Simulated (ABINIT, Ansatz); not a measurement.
# Li3HSe (Pm-3m): modes at Γ and the response to a field

Which modes does Li3HSe (Pm-3m) have at the zone centre?

Main program and level: ABINIT 10.8.3; DFT LDA, scalar-relativistic, plane waves, PseudoDojo norm-conserving pseudopotentials.

### Step 1. The starting structure

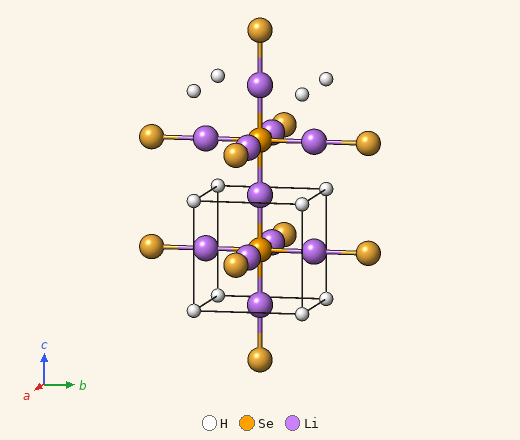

Start, viewed slightly off an axis; hydrogen white, selenium orange, lithium purple. 1×1×2 cells are drawn. Some periodic images of atoms are drawn too.

### Step 2. Relaxation

The harmonic expansion needs vanishing forces, and a free crystal bears no stress, so cell and atoms are brought to rest. Stress is more sensitive to the basis than forces are: the last 3 Ha under the cutoff are smoothed with ecutsm, and the cutoff is raised above that of the later runs.

The starting cell comes from a relaxation made beforehand in Ansatz (LDA, PseudoDojo NC).

Contents of relax.abi:

```
# relaxation
ionmov 2
optcell 2
dilatmx 1.08
ntime 40
tolmxf 1.0d-05
tolvrs 1.0d-14
prtwf 0
prtden 0
chksymtnons 0

# basis, mesh and filling
ecut 48.0
ecutsm 3.0
ngkpt 4 4 4
nshiftk 1
shiftk 0.0 0.0 0.0
istwfk *1
occopt 1
nband 13
nstep 100
diemac 9.0
prtebands 0
prtgsr 0
useylm 1

# cell and atoms
acell 3*1.0 Angstrom
rprim 
    4.680761461 0.0 0.0
    0.0 4.680761461 0.0
    0.0 0.0 4.680761461
ntypat 3
znucl 1 34 3
natom 5
typat 1 2 3 3 3
xred 
    0.0 0.0 0.0
    0.5 0.5 0.5
    0.5 0.5 0.0
    0.5 0.0 0.5
    0.0 0.5 0.5
pp_dirpath "./pseudo"
pseudos "H.upf, Se.upf, Li.upf"
```

The run is started by

```
> OMP_NUM_THREADS=1 mpirun -n 4 abinit relax.abi > relax.log
```

Numbers of over 12 decimals in the logs are rounded to 6 here.

relax.abo, the main output file:

```text
[banners, grids, parts of the stress and lines that vanish by symmetry left out]
- input  file    -> relax.abi
- output file    -> relax.abo
- root for input  files -> relaxi
[...]
Symmetries : space group Pm -3 m (#221); Bravais cP (primitive cubic)
[...]
mpw =       13900          nfft =      216000          nkpt =          10
[...]
== DATASET  1 ==================================================================
[...]
cutoff_energies: {ecut:  48.0, pawecutdg:  -1.0, }
[...]
ETOT  1  -138.37378411531    -1.384E+02 1.731E+00 1.836E+03
 ETOT  2  -142.62472452900    -4.251E+00 4.801E-02 5.734E+03
 ETOT  3  -143.05629511749    -4.316E-01 2.423E-03 1.439E+03
 ETOT  4  -143.19434799074    -1.381E-01 4.826E-04 1.111E+01
 ETOT  5  -143.19513753311    -7.895E-04 4.270E-06 1.561E+00
[...]
ETOT 14  -143.19528871797     9.607E-12 1.927E-19 1.728E-14
 ETOT 15  -143.19528871796     4.064E-12 1.541E-20 1.420E-16
 At SCF step   15       vres2   =  1.42E-16 < tolvrs=  1.00E-14 =>converged.
[...]
sigma(1 1)=  4.19845247E-09  sigma(3 2)=  0.00000000E+00
  sigma(2 2)=  4.19845248E-09  sigma(3 1)=  0.00000000E+00
  sigma(3 3)=  4.19845247E-09  sigma(2 1)=  0.00000000E+00
[...]
convergence: {deltae:  4.064E-12, res2:  1.420E-16, residm:  1.541E-20, diffor: null, }
etotal    :  -1.43195289E+02
[...]
At Broyd/MD step   1, gradients are converged :
[...]
sigma(1 1)=  4.19845247E-09  sigma(3 2)=  0.00000000E+00
  sigma(2 2)=  4.19845248E-09  sigma(3 1)=  0.00000000E+00
  sigma(3 3)=  4.19845247E-09  sigma(2 1)=  0.00000000E+00
[...]
- sigma(1 1)=  1.23522736E-04  sigma(3 2)=  0.00000000E+00
- sigma(2 2)=  1.23522736E-04  sigma(3 1)=  0.00000000E+00
- sigma(3 3)=  1.23522736E-04  sigma(2 1)=  0.00000000E+00
[...]
fcart     -0.0000000000E+00 -0.0000000000E+00 -0.0000000000E+00
           strten      4.1984524746E-09  4.1984524750E-09  4.1984524746E-09
================================================================================

[key lines of the parts left out:]
pressure_GPa:  -1.2352E-04
Total energy (etotal) [Ha]= -1.43195288717962E+02
```

Elapsed: 25 s, on 4 MPI ranks of Arm Neoverse V1, shared host; 98 s of CPU time.

Little changed from the start: no atom moved by 0.005 Å and no cell edge by 0.1 %.

This step gave:

* volume per atom: 20.51 Å³
* pressure: -1.24e-4 GPa

### Step 3. Self-consistent run for the response

The response is built on these wavefunctions, so the potential is converged far more tightly than an energy would need.

Contents of gs.abi:

```
# ground state
tolvrs 1.0d-16
prtden 1
prtwf 1

# basis, mesh and filling
ecut 39.0
ngkpt 4 4 4
nshiftk 1
shiftk 0.0 0.0 0.0
istwfk *1
occopt 1
nband 13
nstep 100
diemac 9.0
prtebands 0
prtgsr 0
useylm 1

# cell and atoms
acell 3*1.0 Angstrom
rprim 
    4.680761464 0.0 0.0
    0.0 4.680761464 0.0
    0.0 0.0 4.680761464
ntypat 3
znucl 1 34 3
natom 5
typat 1 2 3 3 3
xred 
    0.0 0.0 0.0
    0.5 0.5 0.5
    0.5 0.5 0.0
    0.5 0.0 0.5
    0.0 0.5 0.5
pp_dirpath "./pseudo"
pseudos "H.upf, Se.upf, Li.upf"
```

The run is started by

```
> OMP_NUM_THREADS=1 mpirun -n 4 abinit gs.abi > gs.log
```

gs.abo, the main output file:

```text
[banners, grids, parts of the stress and lines that vanish by symmetry left out]
- input  file    -> gs.abi
- output file    -> gs.abo
- root for input  files -> gsi
[...]
Symmetries : space group Pm -3 m (#221); Bravais cP (primitive cubic)
[...]
mpw =        8121          nfft =      125000          nkpt =          10
[...]
== DATASET  1 ==================================================================
[...]
cutoff_energies: {ecut:  39.0, pawecutdg:  -1.0, }
[...]
ETOT  1  -138.17958108667    -1.382E+02 2.111E+00 1.748E+03
 ETOT  2  -142.46174370173    -4.282E+00 3.037E-02 4.761E+03
 ETOT  3  -143.01832202330    -5.566E-01 1.020E-03 1.171E+03
 ETOT  4  -143.09079251998    -7.247E-02 4.714E-05 7.055E+02
 ETOT  5  -143.18485947144    -9.407E-02 2.732E-04 6.675E+01
[...]
ETOT 15  -143.19513935430    -4.519E-12 6.046E-19 3.244E-15
 ETOT 16  -143.19513935429     1.026E-11 5.140E-21 2.381E-17
 At SCF step   16       vres2   =  2.38E-17 < tolvrs=  1.00E-16 =>converged.
[...]
sigma(1 1)=  4.88464049E-06  sigma(3 2)=  0.00000000E+00
  sigma(2 2)=  4.88464049E-06  sigma(3 1)=  0.00000000E+00
  sigma(3 3)=  4.88464049E-06  sigma(2 1)=  0.00000000E+00
[...]
convergence: {deltae:  1.026E-11, res2:  2.381E-17, residm:  5.140E-21, diffor: null, }
etotal    :  -1.43195139E+02
[...]
sigma(1 1)=  4.88464049E-06  sigma(3 2)=  0.00000000E+00
  sigma(2 2)=  4.88464049E-06  sigma(3 1)=  0.00000000E+00
  sigma(3 3)=  4.88464049E-06  sigma(2 1)=  0.00000000E+00
[...]
- sigma(1 1)=  1.43711085E-01  sigma(3 2)=  0.00000000E+00
- sigma(2 2)=  1.43711085E-01  sigma(3 1)=  0.00000000E+00
- sigma(3 3)=  1.43711085E-01  sigma(2 1)=  0.00000000E+00
[...]
fcart     -0.0000000000E+00 -0.0000000000E+00 -0.0000000000E+00
           strten      4.8846404893E-06  4.8846404893E-06  4.8846404893E-06
================================================================================

[key lines of the parts left out:]
pressure_GPa:  -1.4371E-01
```

It took 16 s on 4 MPI ranks; 65 s of CPU time.

Read from the output:

| Item | Value |
| --- | --- |
| pressure | -0.1437 GPa |

The cell stands at -0.14 GPa: the relaxation ran with a smoothed and higher cutoff, and the difference is a stress of the finite basis.

### Step 4. The gap at rest

Empty bands on the ground state's density check that the gap assumed so far is there in this cell.

Contents of gap.abi:

```
# empty bands on the ground state's density
iscf -2
getden_filepath "gso_DEN"
tolwfr 1.0d-12
nbdbuf 2
prtwf 0

# basis, mesh and filling
ecut 39.0
ngkpt 4 4 4
nshiftk 1
shiftk 0.0 0.0 0.0
istwfk *1
occopt 1
nband 17
nstep 100
diemac 9.0
prtebands 0
prtgsr 0
useylm 1

# cell and atoms
acell 3*1.0 Angstrom
rprim 
    4.680761464 0.0 0.0
    0.0 4.680761464 0.0
    0.0 0.0 4.680761464
ntypat 3
znucl 1 34 3
natom 5
typat 1 2 3 3 3
xred 
    0.0 0.0 0.0
    0.5 0.5 0.5
    0.5 0.5 0.0
    0.5 0.0 0.5
    0.0 0.5 0.5
pp_dirpath "./pseudo"
pseudos "H.upf, Se.upf, Li.upf"
```

The run is started by

```
> OMP_NUM_THREADS=1 mpirun -n 4 abinit gap.abi > gap.log
```

gap.abo, the main output file:

```text
[banners, grids, parts of the stress and lines that vanish by symmetry left out]
- input  file    -> gap.abi
- output file    -> gap.abo
- root for input  files -> gapi
[...]
Symmetries : space group Pm -3 m (#221); Bravais cP (primitive cubic)
[...]
mpw =        8121          nfft =      125000          nkpt =          10
[...]
== DATASET  1 ==================================================================
[...]
cutoff_energies: {ecut:  39.0, pawecutdg:  -1.0, }
[...]
-outvars: echo values of variables after computation
            acell      1.8897261259E+00  1.8897261259E+00  1.8897261259E+00 Bohr
================================================================================
```

It took 10 s on 4 MPI ranks; 40 s of CPU time.

Read from the output:

* gap on the k-mesh: 1.744 eV

In this cell the gap on the mesh is 1.7 eV, indirect (smallest direct 1.9 eV), so fixed occupations hold.

### Step 5. Linear response at Γ

The derivative of the wavefunctions by k comes first, since the response to a field is built on it; then the field and the displacements that symmetry doesn't supply are solved at q = 0.

It reads the wavefunctions written in step 3.

Contents of dfpt_gamma.abi:

```
ndtset 2

# common to the responses
getwfk_filepath "gso_WFK"
kptopt 2
nqpt 1
qpt 0.0 0.0 0.0
asr 0
chneut 0

# d/dk
rfelfd1 2
rfdir1 1 1 1
iscf1 -3
tolwfr1 1.0d-20

# displacements, field
rfphon2 1
rfatpol2 1 5
rfdir2 1 1 1
rfelfd2 3
getddk2 1
tolvrs2 1.0d-10
prtwf2 0

# basis, mesh and filling
ecut 39.0
ngkpt 4 4 4
nshiftk 1
shiftk 0.0 0.0 0.0
istwfk *1
occopt 1
nband 13
nstep 100
diemac 9.0
prtebands 0
prtgsr 0
useylm 1

# cell and atoms
acell 3*1.0 Angstrom
rprim 
    4.680761464 0.0 0.0
    0.0 4.680761464 0.0
    0.0 0.0 4.680761464
ntypat 3
znucl 1 34 3
natom 5
typat 1 2 3 3 3
xred 
    0.0 0.0 0.0
    0.5 0.5 0.5
    0.5 0.5 0.0
    0.5 0.0 0.5
    0.0 0.5 0.5
pp_dirpath "./pseudo"
pseudos "H.upf, Se.upf, Li.upf"
```

The run is started by

```
> OMP_NUM_THREADS=1 mpirun -n 4 abinit dfpt_gamma.abi > dfpt_gamma.log
```

dfpt_gamma.abo, the main output file:

```text
[banners, grids, parts of the stress and lines that vanish by symmetry left out]
- input  file    -> dfpt_gamma.abi
- output file    -> dfpt_gamma.abo
- root for input  files -> dfpt_gammai
[...]
DATASET    1 : space group Pm -3 m (#221); Bravais cP (primitive cubic)
[...]
nfft =      125000          nkpt =          36
[...]
DATASET    2 : space group Pm -3 m (#221); Bravais cP (primitive cubic)
[...]
nfft =      125000          nkpt =          36
[...]
== DATASET  1 ==================================================================
[...]
cutoff_energies: {ecut:  39.0, pawecutdg:  -1.0, }
[...]
-  3.00000   3.00000  180309                  znucl, zion, pspdat
[...]
Perturbation : derivative vs k along direction   1
[...]
-ETOT  1  -25.896564078073     -2.590E+01 5.247E-02 0.000E+00
 ETOT  2  -25.921329187120     -2.477E-02 2.266E-04 0.000E+00
 ETOT  3  -25.921354718331     -2.553E-05 5.466E-07 0.000E+00
 ETOT  4  -25.921354797496     -7.917E-08 1.120E-08 0.000E+00
 ETOT  5  -25.921354797852     -3.554E-10 4.509E-11 0.000E+00
[...]
At SCF step   10   max residual=  9.97E-21 < tolwfr=  1.00E-20 =>converged.
[...]
Perturbation : derivative vs k along direction   2
[...]
-ETOT  1  -25.896511549757     -2.590E+01 5.247E-02 0.000E+00
[...]
At SCF step   10   max residual=  9.97E-21 < tolwfr=  1.00E-20 =>converged.
[...]
Perturbation : derivative vs k along direction   3
[...]
-ETOT  1  -25.896563744541     -2.590E+01 5.247E-02 0.000E+00
[...]
At SCF step   10   max residual=  9.97E-21 < tolwfr=  1.00E-20 =>converged.
[...]
1        1       0.8723895173   -0.0000000000
     1        2       0.0000000000    0.0000000000
     1        3       0.0000000000    0.0000000000
     2        1       0.0000000000    0.0000000000
     2        2       0.8723895173    0.0000000000
     2        3       0.0000000000    0.0000000000
     3        1       0.0000000000    0.0000000000
     3        2       0.0000000000    0.0000000000
     3        3       0.8723895173   -0.0000000000
[...]
== DATASET  2 ==================================================================
[...]
cutoff_energies: {ecut:  39.0, pawecutdg:  -1.0, }
[...]
Perturbation : displacement of atom   1   along direction   1
[...]
-ETOT  1 -7.29699522719933E-02 -6.681E+01 2.403E-01 1.044E+03
[...]
At SCF step   10       vres2   =  1.11E-11 < tolvrs=  1.00E-10 =>converged.
[...]
Perturbation : displacement of atom   2   along direction   1
[...]
-ETOT  1   18.796962843208     -7.488E+04 1.237E+02 6.769E+03
[...]
At SCF step   10       vres2   =  8.54E-11 < tolvrs=  1.00E-10 =>converged.
[...]
Perturbation : displacement of atom   3   along direction   1
[...]
-ETOT  1  0.365374     -2.678E+03 3.369E+01 5.712E+02
[...]
At SCF step   10       vres2   =  4.55E-11 < tolvrs=  1.00E-10 =>converged.
[...]
Perturbation : displacement of atom   3   along direction   3
[...]
-ETOT  1   7.575996     -2.660E+03 3.081E+01 3.501E+03
[...]
At SCF step   10       vres2   =  1.40E-11 < tolvrs=  1.00E-10 =>converged.
[...]
Perturbation : homogeneous electric field along direction   1
[...]
-ETOT  1  -85.677819138101     -8.568E+01 4.363E+00 3.369E+04
[...]
ETOT 10  -93.306896521567     -3.367E-11 4.793E-14 2.265E-09
 ETOT 11  -93.306896521566      5.400E-13 1.955E-15 3.062E-11
 At SCF step   11       vres2   =  3.06E-11 < tolvrs=  1.00E-10 =>converged.
[...]
Dielectric tensor, in cartesian coordinates,
[...]
1    7   1    7         4.3577510563        -0.0000000000
   1    7   2    7        -0.0000000000        -0.0000000000
   1    7   3    7        -0.0000000000        -0.0000000000
   2    7   1    7        -0.0000000000        -0.0000000000
   2    7   2    7         4.3577510563        -0.0000000000
   2    7   3    7        -0.0000000000        -0.0000000000
   3    7   1    7        -0.0000000000        -0.0000000000
   3    7   2    7        -0.0000000000        -0.0000000000
   3    7   3    7         4.3577510563        -0.0000000000
  Effective charges, in cartesian coordinates,
[...]
1    1   1    7        -1.4413746831         0.0000000000
   2    1   1    7         0.0000000000         0.0000000000
   3    1   1    7         0.0000000000         0.0000000000
   1    2   1    7        -1.7672207730         0.0000000000
   2    2   1    7         0.0000000000         0.0000000000
[...]
Effective charges, in cartesian coordinates,
[...]
2    7   1    5         0.0000000000         0.0000000000
   3    7   1    5         0.0000000000         0.0000000000
   1    7   2    5         0.0000000000         0.0000000000
   2    7   2    5         0.9711246800         0.0000000000
   3    7   2    5         0.0000000000         0.0000000000
   1    7   3    5         0.0000000000         0.0000000000
   2    7   3    5         0.0000000000         0.0000000000
   3    7   3    5         0.9711246800         0.0000000000
  Phonon wavevector (reduced coordinates) :  0.00000  0.00000  0.00000
 Phonon energies in Hartree :
[...]
Phonon frequencies in cm-1    :
- -3.874991E+02 -3.874991E+02 -3.874991E+02 -1.420342E+02 -1.420342E+02
- -1.420342E+02  2.258742E+00  2.258742E+00  2.258742E+00  2.232640E+02
-  2.232640E+02  2.232640E+02  5.688353E+02  5.688353E+02  5.688353E+02
  Phonon at Gamma, with non-analyticity in the
[...]
Phonon energies in Hartree :
[...]
Phonon frequencies in cm-1    :
- -3.874991E+02 -3.874991E+02 -1.420342E+02 -1.420342E+02 -1.420342E+02
-  1.837999E+00  2.258742E+00  2.258742E+00  1.107455E+02  2.232640E+02
-  2.232640E+02  3.342457E+02  5.688353E+02  5.688353E+02  6.206558E+02
  Phonon at Gamma, with non-analyticity in the
[...]
Phonon energies in Hartree :
[...]
Phonon frequencies in cm-1    :
- -3.874991E+02 -3.874991E+02 -1.420342E+02 -1.420342E+02 -1.420342E+02
-  1.837999E+00  2.258742E+00  2.258742E+00  1.107455E+02  2.232640E+02
-  2.232640E+02  3.342457E+02  5.688353E+02  5.688353E+02  6.206558E+02
  Phonon at Gamma, with non-analyticity in the
[...]
Phonon energies in Hartree :
[...]
Phonon frequencies in cm-1    :
- -3.874991E+02 -3.874991E+02 -1.420342E+02 -1.420342E+02 -1.420342E+02
-  1.837999E+00  2.258742E+00  2.258742E+00  1.107455E+02  2.232640E+02
-  2.232640E+02  3.342457E+02  5.688353E+02  5.688353E+02  6.206558E+02
[...]
fcart2     0.0000000000E+00  0.0000000000E+00  0.0000000000E+00
           strten2     0.0000000000E+00  0.0000000000E+00  0.0000000000E+00
================================================================================
```

Run time: 2.8 min. Hardware: 4 MPI ranks; 11 min of CPU time.

Read from the output:

```
miss of the charge sum rule                                       : 0.01834 e
largest acoustic frequency at the zone centre before the sum rule : 2.26 cm⁻¹
highest optical zone-centre mode (no LO-TO term)                  : 568.8 cm⁻¹
lowest optical zone-centre mode                                   : -387.5 cm⁻¹
mean high-frequency dielectric constant                           : 4.358
largest Born charge in size (third of the trace)                  : 1.767 e
```

Born charge (rows field, columns displacement), before the sum rule (e), principal values of the symmetric part by kind of site:

```
atom  atoms with these values    low  middle   high   mean
  H1                        1  -1.44   -1.44  -1.44  -1.44
 Se2                        1  -1.77   -1.77  -1.77  -1.77
 Li3                        3   0.97    0.97   1.25   1.06
```

In full for Se2:

```
-1.77  0.00  0.00
 0.00 -1.77  0.00
 0.00  0.00 -1.77
```

High-frequency dielectric tensor:

```
4.36 0.00 0.00
0.00 4.36 0.00
0.00 0.00 4.36
```

The acoustic modes at Γ come out as far as 2.3 cm⁻¹ from zero, where they should vanish, a small numerical error; the Born charges miss their sum rule by 0.018 e, which is good. The lowest optical mode is imaginary, 388i cm⁻¹, an instability at this level and on this k mesh.

[end of part 1 of 2]

[Host names and launcher messages were left out of these logs when they were recorded.]

[Logs are printed without paths, hosts, clocks, repeated set-up lines and the standing remarks that a program may print on its own settings, such as how far it seeks lower states.]

[Hosts, paths, dates, database ids (printed as entryN), source tags and the programs' standing remarks are cut or masked in the printed files.]
